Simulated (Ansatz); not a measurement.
# C2H5AlFN: a ladder of functionals and wavefunction methods

Aim: compute C2H5AlFN with functionals from several rungs and with coupled cluster, and see how far each lands from CCSD(T) at the basis-set limit for the atomisation energy.

The runs use Ansatz 0.2.0, Gaussian basis; functionals in def2-TZVPP, the program's frozen cores in correlated methods.

Plan: LDA (SPW92), PBE-D4, revPBE-D4, BLYP-D4, r2SCAN-D4, B97M-V, PBE0-D4, B3LYP-D4, r2SCANh-D4, r2SCAN0-D4, HSE06-D4, BHLYP-D4, CAM-B3LYP-D4, LC-ωPBE, ωB97X-V, ωB97M-V, B2PLYP, PBE-QIDH; CCSD(T)/def2-SVP; CCSD(T)/def2-TZVPP; MP2/def2-QZVPP; extrapolation to the limit; RPA on PBE.

## 1. The relaxed structure

The geometry comes from an earlier relaxation with PBE0-D4 in a triple-zeta def2 set; it is a stationary point, not always the lowest conformer.

SMILES `N/C=[CH]/[AlH][F]`, 10 atoms, charge 0, spin multiplicity 1.

Atoms are counted from 1 here; the program's logs count them from 0.

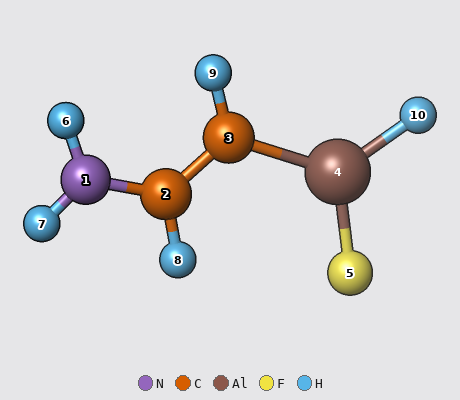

The geometry (nitrogen purple, carbon orange, aluminium brown, fluorine yellow, hydrogen blue); atoms are numbered from 1 in the order of the file.

## 2. LDA

This LDA is Slater exchange with PW92 correlation.

File in.yaml:

```yaml
crystal:
  periodic: [false, false, false]
  atoms:
    - {symbol: N, position_ang: [-0.400741, 1.059932, 1.675450]}
    - {symbol: C, position_ang: [-0.409210, 0.287801, 0.560141]}
    - {symbol: C, position_ang: [0.652069, -0.041856, -0.211099]}
    - {symbol: Al, position_ang: [0.427141, -1.181604, -1.706101]}
    - {symbol: F, position_ang: [-1.116036, -1.722838, -1.998587]}
    - {symbol: H, position_ang: [0.431363, 1.565522, 1.923385]}
    - {symbol: H, position_ang: [-1.263002, 1.378693, 2.075343]}
    - {symbol: H, position_ang: [-1.398136, -0.101308, 0.322889]}
    - {symbol: H, position_ang: [1.618475, 0.376333, 0.074712]}
    - {symbol: H, position_ang: [1.541276, -1.671773, -2.713032]}
basis:
  gaussian: {orbitals: def2-TZVPP}
hamiltonian: {xc: lda}
output: {orbitals: {seedname: orbitals}}
```

Command:

```sh
$ ansatz run in.yaml --threads 4 --pin off --events-out ev --progress --plain --max-ram 10444MiB
```

The runs that follow: PBE-D4 (GGA); revPBE-D4 (GGA); BLYP-D4 (GGA); r2SCAN-D4 (meta-GGA); B97M-V (meta-GGA); PBE0-D4 (hybrid); B3LYP-D4 (hybrid); r2SCANh-D4 (hybrid); r2SCAN0-D4 (hybrid); HSE06-D4 (hybrid); BHLYP-D4 (hybrid); CAM-B3LYP-D4 (range-separated); LC-ωPBE (range-separated); ωB97X-V (range-separated); ωB97M-V (range-separated); B2PLYP (double hybrid); PBE-QIDH (double hybrid); CCSD(T) in def2-SVP; CCSD(T) in def2-TZVPP; MP2 in def2-QZVPP; RPA on PBE orbitals.

**Question.** What will the summary of the whole plan be? Wanted: atomisation energy, CCSD(T)/CBS; farthest beyond LDA; mean size of error, GGA; mean size of error, meta-GGA; mean size of error, hybrid; mean size of error, range-separated; mean size of error, double hybrid; gap, smallest and largest; T1 diagnostic.

The runs gave:

| quantity | value |
| --- | --- |
| atomisation energy, CCSD(T)/CBS | 3841.5 kJ/mol |
| functionals within 19.2 kJ/mol (0.5 %) | revPBE-D4, BLYP-D4, r2SCAN-D4, PBE0-D4, B3LYP-D4, r2SCANh-D4, HSE06-D4, LC-ωPBE, ωB97X-V, ωB97M-V |
| farthest beyond LDA | BHLYP-D4 (-121.3 kJ/mol) |
| mean size of error, GGA | 40.6 kJ/mol |
| mean size of error, meta-GGA | 16.5 kJ/mol |
| mean size of error, hybrid | 37.1 kJ/mol |
| mean size of error, range-separated | 12.0 kJ/mol |
| mean size of error, double hybrid | 30.6 kJ/mol |
| gap, smallest and largest | 3.81 eV (BLYP-D4), 10.27 eV (LC-ωPBE) |
| T1 diagnostic | 0.0131 |
| triples share of the correlation energy | 3.7 % |

LDA overbinds by 563.6 kJ/mol (15 %). PBE-D4 is off by +92.2 kJ/mol. Double hybrids carry the basis error of their MP2 part in triple zeta, and no dispersion term here, so their miss is partly the set-up's. The rungs range-separated, meta-GGA miss on average by less than the doubt on the reference (19.2 kJ/mol), so they tie. The reference freezes the cores and leaves out relativity and excitations past (T), so misses under about 19.2 kJ/mol can't be ranked. Hartree-Fock recovers 72 % of the binding; the rest is correlation. CCSD(T) in def2-SVP is off by -217.0 kJ/mol, more than most functionals: a good method in a small basis is no reference. The gap grows from 3.8 to 10.3 eV across the functionals, mostly with the share of exact exchange.
